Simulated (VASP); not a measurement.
Band structure of TePt (space group P6_3/mmc). Method: PBEsol GGA, VASP's PBE PAW potentials (set 64) (plane waves; VASP 6.6.1).

Unless said otherwise, spin-orbit coupling is left out, though it shifts the bands of the heavy elements here.

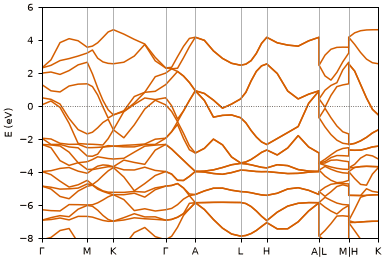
Fig. 1. Bands along high-symmetry lines, zero at the valence-band maximum or, without a gap, the Fermi level

Task: Read the plot: is there a gap, and where are the band edges?

Result: It has no gap at this level: it comes out as a metal or semimetal.

The structure comes from a measured TePt entry of the Crystallography Open Database, whose conditions weren't checked. The cell was not relaxed at this level. The k-mesh is coarse (spacing up to 0.38 per Å, 2π included), so the numbers may not be converged in it.
